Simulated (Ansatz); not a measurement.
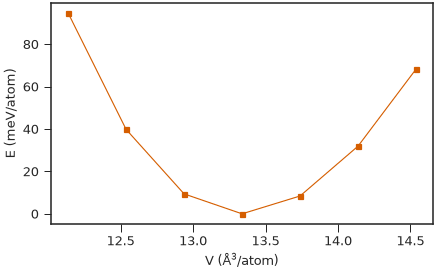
Fig. 1. Si$_{2}$W in space group P6_222 (No. 180; Si on 6j, W on 3d) under volume change, r²SCAN (plane waves, PAW; program Ansatz), shape and atoms relaxed at each volume.

Q: What does a third-order Birch–Murnaghan fit give for V₀, B₀ and B′?

A: V₀ = 13.34 Å³/atom, B₀ = 237 GPa, B′ = 4.4.

The workflow started from a Materials Project entry (that database holds measured and hypothetical structures alike); the Crystallography Open Database copy checked does not list it. It is not the phase usual at ambient conditions (space group No. 139). The cell was relaxed with r²SCAN under the symmetry of its start; phonons on a q-mesh show no instability. No spin polarisation was allowed. Spin–orbit coupling is left out wherever it is not named.

Potentials: the later of the program's two PAW sets.
